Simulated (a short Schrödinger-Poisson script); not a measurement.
Structure: symmetric double-gate stack, SiO2 on p-type GaAs, at 300 K.

| layer | material | thickness (nm) | Na (cm⁻³) |
|---|---|---|---|
| 1 | SiO2 | 3.9 | - |
| 2 | GaAs | 2 | 3e17 |
| 3 | SiO2 | 3.9 | - |

The device is made up for the run: typed textbook-type constants, with dimensions and the other settings drawn at random. SiO2: permittivity 3.9, conduction-band edge (eV) 3.17, gap (eV) 9, electron mass (mₑ) 0.5. GaAs: permittivity 12.9, conduction-band edge (eV) 0, gap (eV) 1.424, Nv at 300 K (cm⁻³) 9e18.

Channel valleys (confinement mass, in-plane density-of-states mass, number): Γ 0.067, 0.067, 1. At the gates, both at one voltage, the conduction-band edge of layer 1 lies 3.67 eV − eVg above the Fermi level of the channel. Gaps are held at their typed values at every temperature. Mesh 0.03 nm at interfaces.

Solved with a short Schrödinger-Poisson script written for these runs: 1D Poisson equation in equilibrium, electrons quantum, Hartree (BenDaniel-Duke, 12 states a valley, the channel's in-plane mass for all, wave functions ending at the dielectric), parabolic valleys, classical holes, full ionisation, no traps, pinning or gate leakage.

Only gate voltages with over 1e8 electrons/cm² are shown.

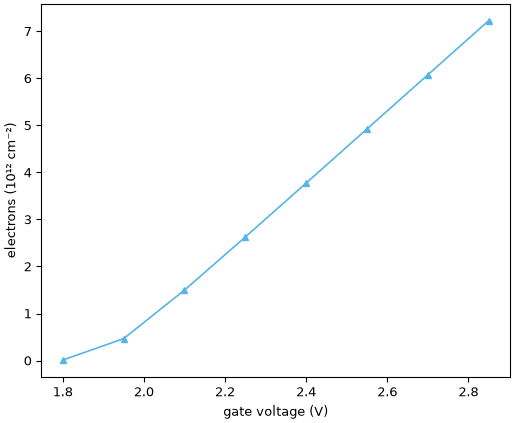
Figure. Sheet density against gate voltage

| Vg (V) | electrons (cm⁻²) | C (μF/cm²) | Γ E0 (meV) | Γ E1 (meV) |
|---|---|---|---|---|
| 1.8 | 1.04e10 | 0.0629 | 109.4 | - |
| 1.95 | 4.66e11 | 0.945 | 2.6 | - |
| 2.1 | 1.50e12 | 1.18 | -50.0 | - |
| 2.25 | 2.63e12 | 1.22 | -93.1 | - |
| 2.4 | 3.77e12 | 1.23 | -134.7 | - |
| 2.55 | 4.92e12 | 1.23 | -175.9 | - |
| 2.7 | 6.07e12 | 1.23 | -217.0 | - |
| 2.85 | 7.22e12 | 1.23 | -258.1 | - |

Subbands count from the Fermi level; a dash marks a level above the dielectric's band edge. The capacitance is that of both gates.

Above a few 1e12 electrons/cm² a light Γ valley is non-parabolic and upper valleys begin to fill, which the model leaves out.
